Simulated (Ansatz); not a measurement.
# C2H8BrNSi: inversion of the pyramid at N1, part 2 of 2

Wanted: the energy profile along the inversion of the pyramid at N1, from relaxed end points and a band of images. SMILES of the start: NC[SiH2]CBr.

Ansatz 0.2.0; RKS PBE0-D4/def2-SVP. Earlier steps stand in the parts before.

## Step 4: The band

crystal.atoms is end A as relaxed above, and neb.final_atoms is end B, turned to lie on A. With 5 inner images the band has 7 in all.

Contents of input.yaml:

```yaml
crystal:
  periodic: [false, false, false]
  atoms:
    - { symbol: "N", position_ang: [-0.141984, 2.016423, 1.262186] }
    - { symbol: C, position_ang: [-0.558397, 1.053562, 0.246395] }
    - { symbol: Si, position_ang: [0.488698, -0.524011, 0.199671] }
    - { symbol: C, position_ang: [-0.071061, -1.76361, -1.120081] }
    - { symbol: Br, position_ang: [0.004675, -0.936582, -2.882647] }
    - { symbol: H, position_ang: [-0.150127, 1.594605, 2.189199] }
    - { symbol: H, position_ang: [0.814889, 2.32346, 1.096929] }
    - { symbol: H, position_ang: [-1.618401, 0.789808, 0.407441] }
    - { symbol: H, position_ang: [-0.534703, 1.535821, -0.745117] }
    - { symbol: H, position_ang: [1.921357, -0.170341, -0.045013] }
    - { symbol: H, position_ang: [0.40519, -1.206732, 1.534052] }
    - { symbol: H, position_ang: [-1.109589, -2.091596, -0.970353] }
    - { symbol: H, position_ang: [0.569852, -2.655309, -1.157763] }
basis:
  gaussian: { orbitals: def2-SVP }
hamiltonian:
  xc: pbe0
  dispersion: d4
neb:
  order_check: false
  images: 5
  f_tol: 0.03
  max_iterations: 60
  initial_path: idpp
  final_atoms:
    - { symbol: "N", position_ang: [0.1520258, 1.86311908, 1.31202484] }
    - { symbol: C, position_ang: [-0.33957078, 1.05304839, 0.21038709] }
    - { symbol: Si, position_ang: [0.6122026, -0.5767831, 0.17222902] }
    - { symbol: C, position_ang: [-0.14462255, -1.77309689, -1.08807515] }
    - { symbol: Br, position_ang: [-0.16433193, -0.9645579, -2.86114209] }
    - { symbol: H, position_ang: [-0.12762363, 1.46727844, 2.20681933] }
    - { symbol: H, position_ang: [-0.22993774, 2.80585244, 1.27978667] }
    - { symbol: H, position_ang: [-1.4351086, 0.8607607, 0.19604927] }
    - { symbol: H, position_ang: [-0.1155279, 1.55842753, -0.74444299] }
    - { symbol: H, position_ang: [2.04722459, -0.35481683, -0.16635453] }
    - { symbol: H, position_ang: [0.52379918, -1.23790636, 1.516512] }
    - { symbol: H, position_ang: [-1.18614662, -2.02868884, -0.84649862] }
    - { symbol: H, position_ang: [0.42801658, -2.70713865, -1.17239585] }
```

Command:

```console
ansatz run input.yaml --threads 2 --pin off --max-ram 3072MiB --backend cpu --events-out ev --progress --plain --runs-dir out
```

The program printed, cut to the lines that bear on the results:

```text
Warning: RAYON_NUM_THREADS=2 ignored (pool sized by the plan → 2); use --threads N
[...]
Functional definition: PBE0
[...]
1431 factors; integrals over basis functions are off by at most 5.1e-4 eV
[...]
mean field -81588.84320824 eV, -2998.3346849987 hartree, gradient 2.2e-5 eV, S^2 0.000000; 0 other end points of the search recorded, 0 dependent functions left out
[...]
reference -81588.84323857 eV, -2998.3346861131 hartree; 38, 38 occupied and 94, 94 virtual orbitals, 1431 factors
1431 factors; integrals over basis functions are off by at most 5.4e-4 eV
[...]
mean field -81588.86366725 eV, -2998.3354368535 hartree, gradient 1.5e-5 eV, S^2 0.000000; 0 other end points of the search recorded, 0 dependent functions left out
[...]
reference -81588.86369782 eV, -2998.3354379768 hartree; 38, 38 occupied and 94, 94 virtual orbitals, 1431 factors
[...]
Atom 3 at    -0.175677    -1.795149    -1.093910 Å, force    -0.001037     0.000063    -0.001170 eV/Å
Atom 4 at    -0.135616    -0.993711    -2.870275 Å, force     0.000718     0.001978    -0.007226 eV/Å
Atom 5 at     0.051570     1.500278     2.251224 Å, force     0.005165     0.011293     0.005566 eV/Å
Atom 6 at     0.376267     2.794527     1.164870 Å, force     0.001654     0.002990     0.011109 eV/Å
Atom 7 at    -1.531964     0.880896     0.203618 Å, force    -0.000396    -0.001407    -0.001440 eV/Å
Atom 8 at    -0.217095     1.570543    -0.730770 Å, force    -0.000088     0.000629    -0.001117 eV/Å
Atom 9 at     1.960747    -0.330333    -0.112170 Å, force    -0.000583    -0.000762    -0.000517 eV/Å
Atom 10 at     0.411697    -1.232346     1.527252 Å, force     0.001753     0.002376     0.001764 eV/Å
Atom 11 at    -1.223727    -2.057960    -0.891298 Å, force     0.002043     0.000634     0.003845 eV/Å
Atom 12 at     0.407957    -2.724409    -1.152000 Å, force    -0.001029    -0.000069     0.002074 eV/Å
Dipole moment:    -0.038374     0.053290     0.327134 e Å
this run last wrote the band of iteration 8 to <dir>
```

Wall time 2.3 min (2 threads of Intel Xeon Platinum 8488C (Sapphire Rapids), shared host); peak memory 0.38 GiB.

## Step 5: The band, image by image

Images 0 and 6 are the ends. Energies count from image 0; the path length is the program's own measure over all atoms.

| image | path (Å) | energy (eV) | sum of angles at N1 (°) | band force (eV/Å) |
| --- | --- | --- | --- | --- |
| 0 | 0.000 | 0.0000 | 328.0 | - |
| 1 | 0.340 | 0.0120 | 329.2 | 0.003 |
| 2 | 0.680 | 0.0520 | 335.6 | 0.005 |
| 3* | 1.021 | 0.1682 | 359.8 | 0.015 |
| 4 | 1.291 | 0.0489 | 346.1 | 0.017 |
| 5 | 1.561 | -0.0145 | 330.6 | 0.005 |
| 6 | 1.830 | -0.0219 | 328.9 | - |

The star marks the climbing image.

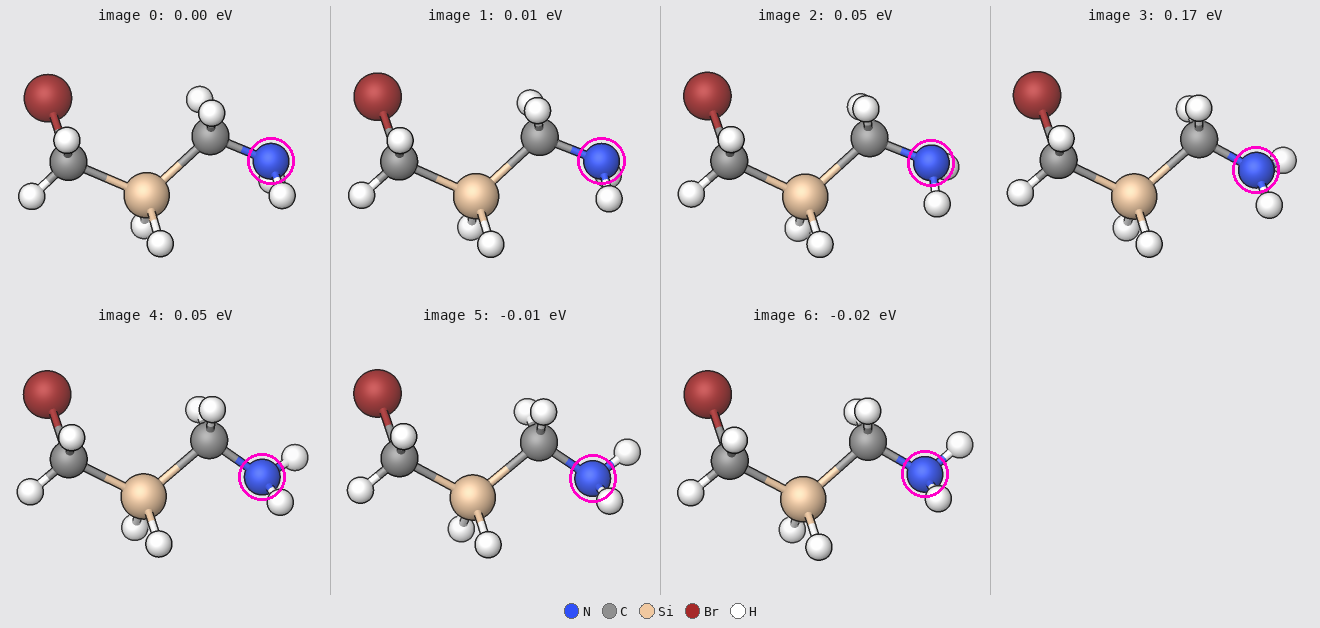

The images of the last band, seen from a free direction. Ringed: N1. Sticks join atoms closer than a bonding distance in each image.

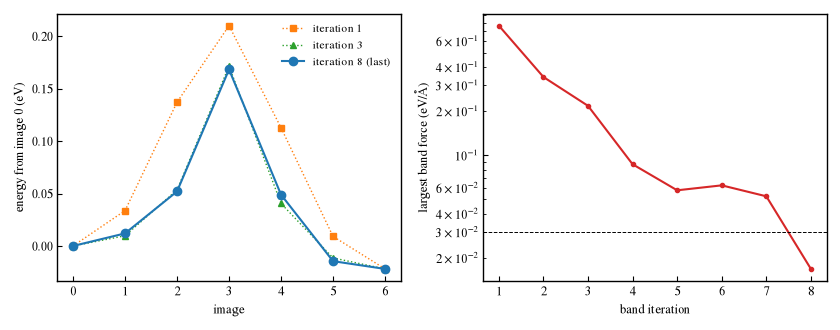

Left: energy of each image for early iterations and the last one (lines only join the points; early values far above the last band run off the scale). Right: the largest band force by iteration, with the threshold dashed.

The top of the band by iteration:

```csv
iteration,highest image above image 0 (eV),largest band force (eV/Å)
1,0.2100,0.764
2,0.1740,0.341
3,0.1713,0.217
4,0.1702,0.087
5,0.1694,0.058
6,0.1688,0.062
7,0.1685,0.053
8,0.1682,0.017
```

The band as a trajectory file:

```xyz
13
image=0 dE=0.0000
N    -0.142    2.016    1.262
C    -0.558    1.054    0.246
Si    0.489   -0.524    0.200
C    -0.071   -1.764   -1.120
Br    0.005   -0.937   -2.883
H    -0.150    1.595    2.189
H     0.815    2.323    1.097
H    -1.618    0.790    0.407
H    -0.535    1.536   -0.745
H     1.921   -0.170   -0.045
H     0.405   -1.207    1.534
H    -1.110   -2.092   -0.970
H     0.570   -2.655   -1.158
13
image=1 dE=0.0120
N    -0.191    1.993    1.300
C    -0.509    1.060    0.224
Si    0.523   -0.528    0.193
C    -0.107   -1.768   -1.096
Br   -0.070   -0.966   -2.871
H    -0.096    1.514    2.194
H     0.695    2.462    1.127
H    -1.578    0.785    0.273
H    -0.398    1.575   -0.744
H     1.964   -0.231   -0.076
H     0.432   -1.190    1.537
H    -1.149   -2.062   -0.904
H     0.505   -2.679   -1.144
13
image=2 dE=0.0520
N    -0.194    1.959    1.337
C    -0.468    1.062    0.224
Si    0.528   -0.551    0.193
C    -0.144   -1.777   -1.089
Br   -0.107   -0.982   -2.867
H     0.046    1.480    2.200
H     0.528    2.640    1.132
H    -1.545    0.809    0.194
H    -0.282    1.587   -0.727
H     1.974   -0.297   -0.089
H     0.424   -1.213    1.536
H    -1.190   -2.053   -0.889
H     0.450   -2.700   -1.141
13
image=3 dE=0.1682
N     0.013    1.869    1.316
C    -0.434    1.058    0.221
Si    0.517   -0.575    0.182
C    -0.176   -1.795   -1.094
Br   -0.136   -0.994   -2.870
H     0.052    1.500    2.251
H     0.376    2.795    1.165
H    -1.532    0.881    0.204
H    -0.217    1.571   -0.731
H     1.961   -0.330   -0.112
H     0.412   -1.232    1.527
H    -1.224   -2.058   -0.891
H     0.408   -2.724   -1.152
13
image=4 dE=0.0489
N     0.229    1.810    1.289
C    -0.400    1.064    0.222
Si    0.513   -0.587    0.178
C    -0.204   -1.798   -1.092
Br   -0.163   -0.997   -2.869
H    -0.009    1.532    2.232
H     0.280    2.814    1.181
H    -1.506    0.943    0.259
H    -0.195    1.564   -0.739
H     1.953   -0.356   -0.133
H     0.405   -1.239    1.525
H    -1.254   -2.051   -0.885
H     0.371   -2.733   -1.153
13
image=5 dE=-0.0145
N     0.309    1.846    1.276
C    -0.325    1.071    0.221
Si    0.534   -0.609    0.179
C    -0.242   -1.792   -1.083
Br   -0.203   -0.998   -2.862
H    -0.005    1.544    2.195
H     0.102    2.838    1.199
H    -1.431    0.971    0.282
H    -0.123    1.546   -0.754
H     1.976   -0.433   -0.155
H     0.416   -1.260    1.526
H    -1.294   -2.019   -0.861
H     0.309   -2.740   -1.149
13
image=6 dE=-0.0219
N     0.181    1.878    1.288
C    -0.324    1.060    0.197
Si    0.605   -0.583    0.178
C    -0.172   -1.785   -1.065
Br   -0.184   -0.999   -2.848
H    -0.102    1.497    2.188
H    -0.188    2.825    1.244
H    -1.423    0.883    0.188
H    -0.096    1.550   -0.764
H     2.042   -0.385   -0.166
H     0.510   -1.225    1.531
H    -1.216   -2.023   -0.818
H     0.388   -2.728   -1.138
```

## Step 6: Vibrations at the top

The geometry is the highest inner image of the first converged band.

Contents of input.yaml:

```yaml
crystal:
  periodic: [false, false, false]
  atoms:
    - { symbol: "N", position_ang: [0.013243, 1.869317, 1.315557] }
    - { symbol: C, position_ang: [-0.434337, 1.058459, 0.220786] }
    - { symbol: Si, position_ang: [0.517336, -0.574615, 0.182015] }
    - { symbol: C, position_ang: [-0.175677, -1.795149, -1.09391] }
    - { symbol: Br, position_ang: [-0.135616, -0.993711, -2.870275] }
    - { symbol: H, position_ang: [0.05157, 1.500278, 2.251224] }
    - { symbol: H, position_ang: [0.376267, 2.794527, 1.16487] }
    - { symbol: H, position_ang: [-1.531964, 0.880896, 0.203618] }
    - { symbol: H, position_ang: [-0.217095, 1.570543, -0.73077] }
    - { symbol: H, position_ang: [1.960747, -0.330333, -0.11217] }
    - { symbol: H, position_ang: [0.411697, -1.232346, 1.527252] }
    - { symbol: H, position_ang: [-1.223727, -2.05796, -0.891298] }
    - { symbol: H, position_ang: [0.407957, -2.724409, -1.152] }
basis:
  gaussian: { orbitals: def2-SVP }
hamiltonian:
  xc: pbe0
  dispersion: d4
phonons: {}
```

Command:

```console
ansatz run input.yaml --threads 2 --pin off --max-ram 3072MiB --backend cpu --events-out ev --progress --plain --runs-dir out
```

The program printed, cut to the lines that bear on the results:

```text
Warning: RAYON_NUM_THREADS=2 ignored (pool sized by the plan → 2); use --threads N
[...]
[... 1 set-up line as earlier in the session ...]
[...]
1430 factors; integrals over basis functions are off by at most 5.7e-4 eV
[...]
mean field -81588.67451431 eV, -2998.3284856111 hartree, gradient 1.6e-5 eV, S^2 0.000000; 0 other end points of the search recorded, 0 dependent functions left out
[...]
reference -81588.67454413 eV, -2998.3284867068 hartree; 38, 38 occupied and 94, 94 virtual orbitals, 1430 factors
[...]
1430 factors; integrals over basis functions are off by at most 5.7e-4 eV
mean field -81588.67445182 eV, -2998.3284833146 hartree, gradient 2.0e-6 eV, S^2 0.000000; 0 other end points of the search recorded, 0 dependent functions left out
[...]
reference -81588.67448163 eV, -2998.3284844100 hartree; 38, 38 occupied and 94, 94 virtual orbitals, 1430 factors
[...]
1430 factors; integrals over basis functions are off by at most 5.7e-4 eV
[...]
WARN: phonons: modes at or below zero, which the zero-point energy, F, S and C_V leave out: 1, the lowest at -627.84 cm⁻¹. A minimum has none, and a first-order saddle one
[...]
Atom 5 at     0.051570     1.500278     2.251224 Å, force     0.005165     0.011288     0.005588 eV/Å
Atom 6 at     0.376267     2.794527     1.164870 Å, force     0.001665     0.003018     0.011106 eV/Å
Atom 7 at    -1.531964     0.880896     0.203618 Å, force    -0.000405    -0.001412    -0.001441 eV/Å
Atom 8 at    -0.217095     1.570543    -0.730770 Å, force    -0.000086     0.000632    -0.001127 eV/Å
Atom 9 at     1.960747    -0.330333    -0.112170 Å, force    -0.000578    -0.000765    -0.000518 eV/Å
Atom 10 at     0.411697    -1.232346     1.527252 Å, force     0.001752     0.002370     0.001770 eV/Å
Atom 11 at    -1.223727    -2.057960    -0.891298 Å, force     0.002038     0.000629     0.003841 eV/Å
Atom 12 at     0.407957    -2.724409    -1.152000 Å, force    -0.001024    -0.000083     0.002071 eV/Å
Dipole moment:    -0.038373     0.053290     0.327133 e Å
Vibrations: -627.84 66.02 82.92 121.00 161.24 207.03 310.30 462.16 539.03 604.71 691.19 742.48 768.92 830.00 861.48 937.07 1017.61 1069.06 1143.88 1161.31 1278.44 1297.20 1400.99 1442.28 1596.93 2196.92 2240.91 2965.23 3108.20 3111.21 3186.18 3681.82 3812.05 cm⁻¹, zero-point energy 2.671597 eV
```

It took 3 min on 2 threads of Intel Xeon Platinum 8488C (Sapphire Rapids), shared host; peak memory 0.37 GiB.

Of 33 modes, 1 is imaginary by more than 30 cm⁻¹ (628i cm⁻¹).

## Step 7: Another band, settings changed

crystal.atoms is end A as relaxed above, and neb.final_atoms is end B, turned to lie on A. With 5 inner images the band has 7 in all.

Contents of input.yaml:

```yaml
crystal:
  periodic: [false, false, false]
  atoms:
    - { symbol: "N", position_ang: [-0.141984, 2.016423, 1.262186] }
    - { symbol: C, position_ang: [-0.558397, 1.053562, 0.246395] }
    - { symbol: Si, position_ang: [0.488698, -0.524011, 0.199671] }
    - { symbol: C, position_ang: [-0.071061, -1.76361, -1.120081] }
    - { symbol: Br, position_ang: [0.004675, -0.936582, -2.882647] }
    - { symbol: H, position_ang: [-0.150127, 1.594605, 2.189199] }
    - { symbol: H, position_ang: [0.814889, 2.32346, 1.096929] }
    - { symbol: H, position_ang: [-1.618401, 0.789808, 0.407441] }
    - { symbol: H, position_ang: [-0.534703, 1.535821, -0.745117] }
    - { symbol: H, position_ang: [1.921357, -0.170341, -0.045013] }
    - { symbol: H, position_ang: [0.40519, -1.206732, 1.534052] }
    - { symbol: H, position_ang: [-1.109589, -2.091596, -0.970353] }
    - { symbol: H, position_ang: [0.569852, -2.655309, -1.157763] }
basis:
  gaussian: { orbitals: def2-SVP }
hamiltonian:
  xc: pbe0
  dispersion: d4
neb:
  order_check: false
  images: 5
  f_tol: 0.5
  max_iterations: 60
  initial_path: idpp
  final_atoms:
    - { symbol: "N", position_ang: [0.1520258, 1.86311908, 1.31202484] }
    - { symbol: C, position_ang: [-0.33957078, 1.05304839, 0.21038709] }
    - { symbol: Si, position_ang: [0.6122026, -0.5767831, 0.17222902] }
    - { symbol: C, position_ang: [-0.14462255, -1.77309689, -1.08807515] }
    - { symbol: Br, position_ang: [-0.16433193, -0.9645579, -2.86114209] }
    - { symbol: H, position_ang: [-0.12762363, 1.46727844, 2.20681933] }
    - { symbol: H, position_ang: [-0.22993774, 2.80585244, 1.27978667] }
    - { symbol: H, position_ang: [-1.4351086, 0.8607607, 0.19604927] }
    - { symbol: H, position_ang: [-0.1155279, 1.55842753, -0.74444299] }
    - { symbol: H, position_ang: [2.04722459, -0.35481683, -0.16635453] }
    - { symbol: H, position_ang: [0.52379918, -1.23790636, 1.516512] }
    - { symbol: H, position_ang: [-1.18614662, -2.02868884, -0.84649862] }
    - { symbol: H, position_ang: [0.42801658, -2.70713865, -1.17239585] }
```

Command:

```console
ansatz run input.yaml --threads 2 --pin off --max-ram 3072MiB --backend cpu --events-out ev --progress --plain --runs-dir out
```

The program printed, cut to the lines that bear on the results:

```text
Warning: RAYON_NUM_THREADS=2 ignored (pool sized by the plan → 2); use --threads N
[...]
[... 1 set-up line as earlier in the session ...]
[...]
1431 factors; integrals over basis functions are off by at most 5.1e-4 eV
[...]
mean field -81588.84320824 eV, -2998.3346849987 hartree, gradient 2.2e-5 eV, S^2 0.000000; 0 other end points of the search recorded, 0 dependent functions left out
[...]
reference -81588.84323857 eV, -2998.3346861131 hartree; 38, 38 occupied and 94, 94 virtual orbitals, 1431 factors
1431 factors; integrals over basis functions are off by at most 5.4e-4 eV
[...]
mean field -81588.86366725 eV, -2998.3354368535 hartree, gradient 1.5e-5 eV, S^2 0.000000; 0 other end points of the search recorded, 0 dependent functions left out
[...]
reference -81588.86369782 eV, -2998.3354379768 hartree; 38, 38 occupied and 94, 94 virtual orbitals, 1431 factors
[...]
Atom 3 at    -0.167319    -1.800925    -1.101559 Å, force    -0.025766     0.009080    -0.006501 eV/Å
Atom 4 at    -0.121211    -0.991986    -2.873235 Å, force    -0.003887     0.010026    -0.056487 eV/Å
Atom 5 at    -0.064709     1.576091     2.266905 Å, force    -0.034969    -0.089692    -0.008444 eV/Å
Atom 6 at     0.480197     2.754511     1.155801 Å, force    -0.025375     0.021737    -0.108698 eV/Å
Atom 7 at    -1.526785     0.858916     0.263376 Å, force    -0.046629     0.014539    -0.045894 eV/Å
Atom 8 at    -0.270620     1.567426    -0.731503 Å, force     0.007373     0.044128    -0.010191 eV/Å
Atom 9 at     1.964499    -0.325368    -0.121745 Å, force    -0.001128     0.004775    -0.015525 eV/Å
Atom 10 at     0.417779    -1.226759     1.516930 Å, force     0.005267    -0.026102     0.012329 eV/Å
Atom 11 at    -1.218157    -2.052793    -0.899797 Å, force    -0.004436    -0.014297    -0.000735 eV/Å
Atom 12 at     0.405727    -2.736504    -1.165341 Å, force     0.010260     0.017733     0.025263 eV/Å
Dipole moment:    -0.074452     0.075109     0.337515 e Å
this run last wrote the band of iteration 2 to <dir>
```

Run time: 52 s. Hardware: 2 threads of Intel Xeon Platinum 8488C (Sapphire Rapids), shared host; peak memory 0.38 GiB.

## Step 8: Images and barrier

Images 0 and 6 are the ends. Energies count from image 0; the path length is the program's own measure over all atoms.

| image | path (Å) | energy (eV) | sum of angles at N1 (°) | band force (eV/Å) |
| --- | --- | --- | --- | --- |
| 0 | 0.000 | 0.0000 | 328.0 | - |
| 1 | 0.269 | 0.0155 | 335.0 | 0.186 |
| 2 | 0.537 | 0.0831 | 347.6 | 0.184 |
| 3* | 0.807 | 0.1740 | 360.0 | 0.116 |
| 4 | 1.078 | 0.0647 | 348.1 | 0.323 |
| 5 | 1.350 | -0.0054 | 335.9 | 0.298 |
| 6 | 1.623 | -0.0219 | 328.9 | - |

The star marks the climbing image.

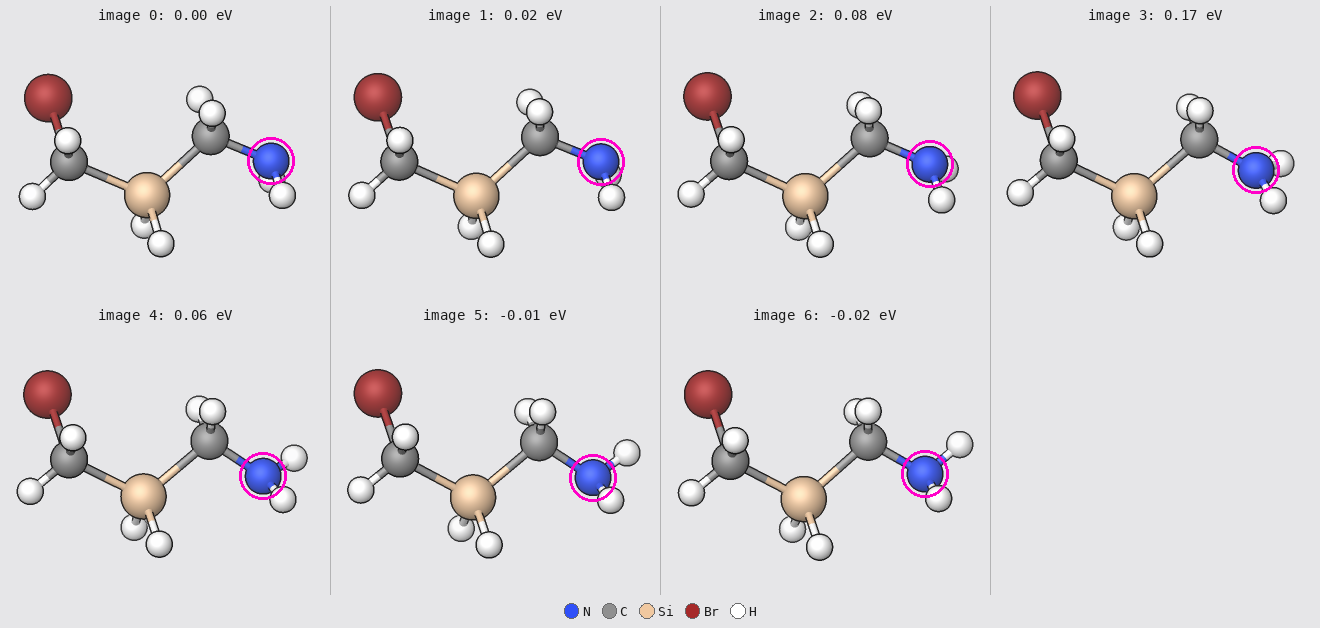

The images of the last band, seen from a free direction. Ringed: N1. Sticks join atoms closer than a bonding distance in each image.

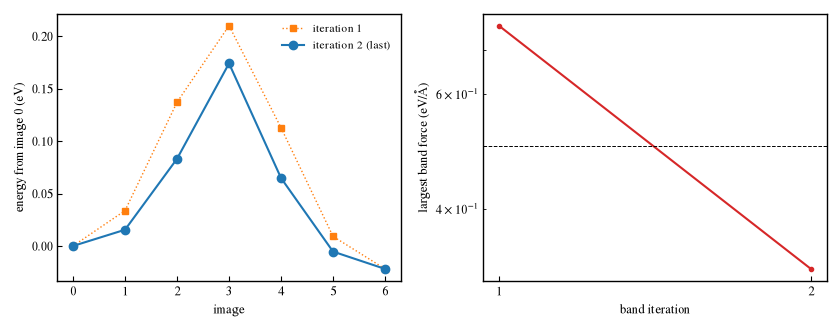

Left: energy of each image for early iterations and the last one (lines only join the points; early values far above the last band run off the scale). Right: the largest band force by iteration, with the threshold dashed.

## Step 9: Summary of results

This closing draws on all 2 parts.

| quantity | value |
| --- | --- |
| end A | 6 moves, 0.467 eV lower |
| end B | 10 moves, 0.589 eV lower |
| first band: barrier forwards | 0.168 eV |
| first band: barrier backwards | 0.190 eV |
| first band: second end relative to first | -0.022 eV |
| first band: highest image | 3 of 0 to 6, climbing |
| first band: band iterations | 8 |
| imaginary modes at the top | 628i cm⁻¹ |
| second band | top 0.174 eV above image 0, 2 iterations, 5 inner images |
| time, first and second band | 2.3 min and 52 s |

In the first band: along this path the system climbs 0.17 eV from the first end (7 kT at 300 K), which at an assumed attempt frequency of 10^13 s⁻¹ means a rate near 10^10 s⁻¹. Going back costs 0.19 eV, since the second end is 0.022 eV below the first. One imaginary mode, as a first-order saddle point has. The second band's top lies 6 meV above the first's, though the second band stopped at its first iterations, unrelaxed. Zero-point energy and entropy are left out. Tunnelling, which matters where hydrogen moves, is missing too.
